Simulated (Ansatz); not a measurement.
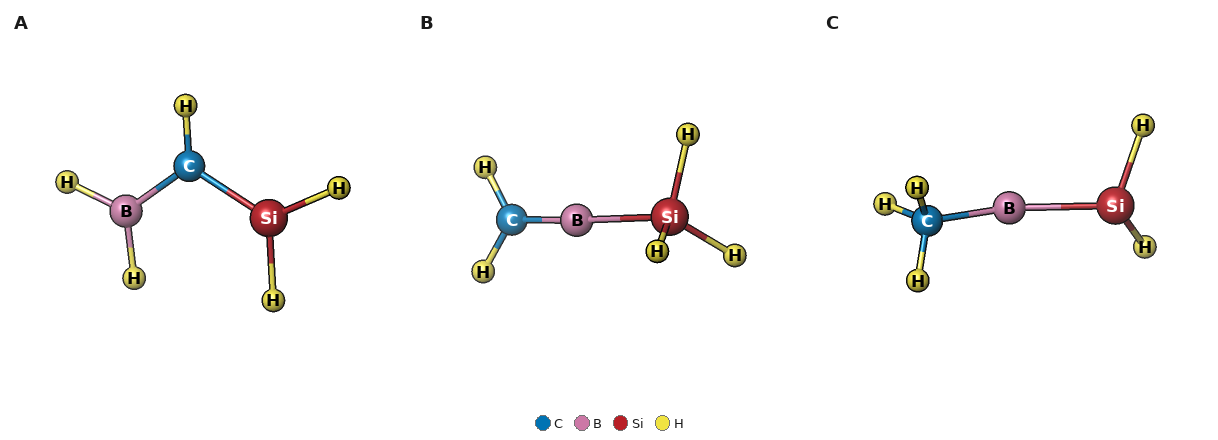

3 stationary structures of one formula. Geometries: PBE0-D4/def2-TZVP. Electronic energies: B3LYP-D4/def2-TZVPP (Ansatz 0.2.0), without zero-point energy. No frequency run is at hand to confirm each as a minimum. Each is one conformer, not always the lowest.

> Which structure is the most stable?

A is lowest (Cs); B lies 26.5 kJ/mol above it (Cs), C lies 82.6 kJ/mol above it.
